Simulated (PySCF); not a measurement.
Geometry relaxation, with input and output: GaF₃

System: GaF₃, SMILES [F][Ga]([F])[F].
Method: PBE0-D3(BJ)/def2-SVP geometry optimisation, gas phase (PySCF 2.14.0).

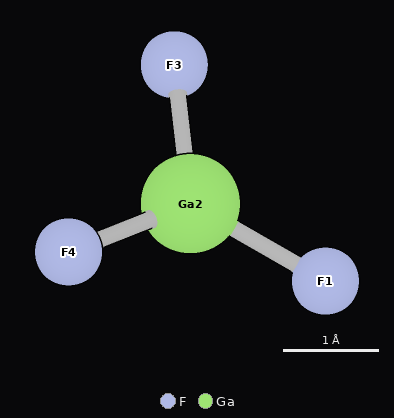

Figure 1. The input geometry (ball-and-stick view, seen at a tilt; atoms are numbered from 1 in the order of the input). Sticks mark near contacts. Bond lengths as drawn: F–Ga 1.64 to 1.69 Å.

**Results in brief**

```json
{"quantity": "outcome", "value": "converged"}
{"quantity": "total energy", "value": "−2223.475827 hartree"}
{"quantity": "dipole moment", "value": "0.01 D"}
{"quantity": "point group", "value": "D3h"}
{"quantity": "hardware", "value": "1 CPU thread, shared host"}
{"quantity": "wall time", "value": "19 s"}
{"quantity": "peak memory", "value": "0.3 GiB"}
```

**Input file**
```
{"job": {"xc": "PBE0", "basis": "def2-SVP", "d3": "d3bj", "grid": 1, "shake": 0.03, "kind": "geom"}, "charge": 0, "multiplicity": 1}
F     -0.631100     1.511860     0.003180
Ga    -0.011130    -0.011030    -0.016020
F      1.666830    -0.194890    -0.027200
F     -0.920850    -1.386830    -0.036140
```

The first line tells a small driver script what to run in PySCF; the rest is the geometry in Å.

Command:
```bash
OMP_NUM_THREADS=1 python <driver script> task.json out
```

**Log**
```
step   0  E = -2223.46562756  max force = 0.058140
step   1  E = -2223.47552398  max force = 0.006603
step   2  E = -2223.47558156  max force = 0.002902
step   3  E = -2223.47570077  max force = 0.001678
step   4  E = -2223.47573141  max force = 0.000822
step   5  E = -2223.47575222  max force = 0.000159
step   6  E = -2223.47576530  max force = 0.000458
step   7  E = -2223.47511245  max force = 0.007057
step   8  E = -2223.47570638  max force = 0.003454
step   9  E = -2223.47584371  max force = 0.002328
step  10  E = -2223.47582834  max force = 0.000439
step  11  E = -2223.47582686  max force = 0.000194
optimisation converged
```

**Trajectory as extended XYZ (Å, eV, eV/Å), 12 frames, from step=0 to step=11**
```
4
Properties=species:S:1:pos:R:3:forces:R:3 step=0 energy=-60503.58149
F    -0.6311    1.5119    0.0032   -1.3465   2.9897   0.0447
Ga   -0.0111   -0.0110   -0.0160    1.5669  -0.3675  -0.0163
F     1.6668   -0.1949   -0.0272    1.5708  -0.1498  -0.0041
F    -0.9208   -1.3868   -0.0361   -1.7913  -2.4723  -0.0242
4
Properties=species:S:1:pos:R:3:forces:R:3 step=1 energy=-60503.85079
F    -0.6728    1.5724    0.0074   -0.1256   0.1070  -0.0127
Ga    0.0064   -0.0094   -0.0275    0.3395  -0.1060   0.0502
F     1.7268   -0.2057   -0.0247   -0.0649   0.0435  -0.0197
F    -0.9566   -1.4381   -0.0314   -0.1490  -0.0445  -0.0178
4
Properties=species:S:1:pos:R:3:forces:R:3 step=2 energy=-60503.85236
F    -0.6840    1.5679   -0.0005   -0.0481  -0.0028   0.0331
Ga    0.0148   -0.0105   -0.0014    0.1492  -0.0680  -0.1165
F     1.7336   -0.2036   -0.0338   -0.0343   0.0414   0.0432
F    -0.9606   -1.4347   -0.0405   -0.0669   0.0295   0.0402
4
Properties=species:S:1:pos:R:3:forces:R:3 step=3 energy=-60503.85560
F    -0.6984    1.5593    0.0046    0.0309  -0.0863  -0.0013
Ga    0.0252   -0.0118   -0.0187   -0.0587  -0.0331  -0.0035
F     1.7426   -0.1987   -0.0279    0.0114   0.0350   0.0021
F    -0.9656   -1.4297   -0.0343    0.0164   0.0843   0.0027
4
Properties=species:S:1:pos:R:3:forces:R:3 step=4 energy=-60503.85643
F    -0.7004    1.5522    0.0046    0.0114  -0.0395  -0.0046
Ga    0.0270   -0.0157   -0.0207   -0.0372  -0.0224   0.0098
F     1.7457   -0.1886   -0.0269    0.0125   0.0197  -0.0029
F    -0.9685   -1.4288   -0.0332    0.0133   0.0423  -0.0023
4
Properties=species:S:1:pos:R:3:forces:R:3 step=5 energy=-60503.85700
F    -0.7075    1.5421    0.0032   -0.0067   0.0055  -0.0022
Ga    0.0289   -0.0202   -0.0198   -0.0039  -0.0025   0.0036
F     1.7497   -0.1719   -0.0266    0.0024   0.0050  -0.0008
F    -0.9674   -1.4308   -0.0330    0.0082  -0.0081  -0.0006
4
Properties=species:S:1:pos:R:3:forces:R:3 step=6 energy=-60503.85736
F    -0.7157    1.5361    0.0019   -0.0116   0.0152  -0.0011
Ga    0.0293   -0.0218   -0.0192    0.0074   0.0072  -0.0002
F     1.7514   -0.1592   -0.0262   -0.0027   0.0012   0.0006
F    -0.9612   -1.4359   -0.0326    0.0070  -0.0235   0.0007
4
Properties=species:S:1:pos:R:3:forces:R:3 step=7 energy=-60503.83959
F    -0.9347    1.3592   -0.0308   -0.1842   0.2232   0.0274
Ga    0.0429   -0.0564   -0.0054    0.2113   0.3049  -0.0841
F     1.7536    0.1904   -0.0192   -0.0131  -0.1651   0.0309
F    -0.7580   -1.5741   -0.0209   -0.0140  -0.3629   0.0258
4
Properties=species:S:1:pos:R:3:forces:R:3 step=8 energy=-60503.85575
F    -0.8298    1.4522   -0.0147   -0.0722   0.1302   0.0129
Ga    0.0342   -0.0394   -0.0124    0.1178   0.1555  -0.0430
F     1.7613    0.0153   -0.0220   -0.0430  -0.1081   0.0160
F    -0.8619   -1.5090   -0.0271   -0.0027  -0.1776   0.0140
4
Properties=species:S:1:pos:R:3:forces:R:3 step=9 energy=-60503.85949
F    -0.8001    1.4813   -0.0092   -0.0264   0.0731   0.0069
Ga    0.0321   -0.0301   -0.0150    0.0762   0.0897  -0.0266
F     1.7600   -0.0450   -0.0232   -0.0475  -0.0431   0.0106
F    -0.8883   -1.4870   -0.0288   -0.0023  -0.1197   0.0091
4
Properties=species:S:1:pos:R:3:forces:R:3 step=10 energy=-60503.85907
F    -0.7493    1.5218   -0.0018   -0.0226   0.0099  -0.0009
Ga    0.0257   -0.0211   -0.0187    0.0124  -0.0004  -0.0028
F     1.7500   -0.1178   -0.0248    0.0127   0.0076   0.0017
F    -0.9227   -1.4637   -0.0308   -0.0026  -0.0170   0.0020
4
Properties=species:S:1:pos:R:3:forces:R:3 step=11 energy=-60503.85903
F    -0.7495    1.5222   -0.0014   -0.0095  -0.0054  -0.0019
Ga    0.0267   -0.0208   -0.0192   -0.0036  -0.0005   0.0000
F     1.7510   -0.1201   -0.0248    0.0048   0.0100   0.0008
F    -0.9245   -1.4622   -0.0307    0.0083  -0.0040   0.0011
```

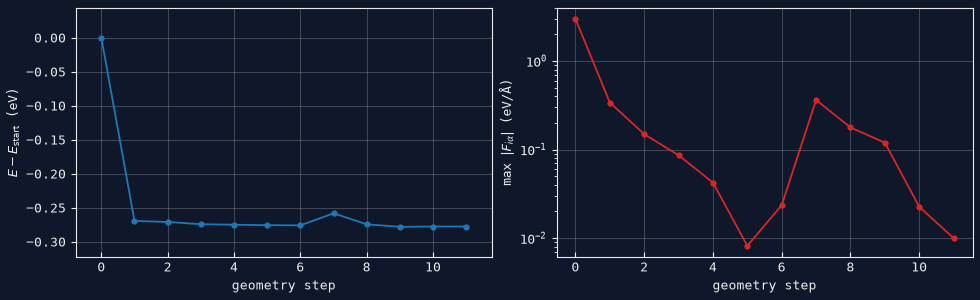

Figure 2. Progress of the relaxation, step by step (steps are counted from 0).

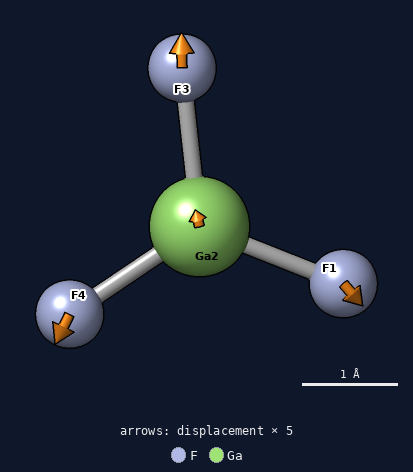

Figure 3. The starting structure with the displacements as orange arrows, magnified 5 times (ball-and-stick view, seen at a tilt). The two geometries are laid on each other by the best rigid fit. Over 11 geometry steps the energy falls by 0.278 eV. Largest force component: 3 eV/Å at the start, 0.01 eV/Å at the end. The atom that moves furthest after the best rigid fit is F3 (0.078 Å). Largest moves by element: F 0.078 Å, Ga 0.039 Å. Among the contacts that change: F1–Ga2 1.644 → 1.727 Å, Ga2–F4 1.649 → 1.727 Å, Ga2–F3 1.688 → 1.727 Å. Among the angles that change: F1–Ga2–F4 124.4° → 119.9°, F3–Ga2–F4 117.2° → 120.1°. (Atoms are counted from 1 in the order of the input.)
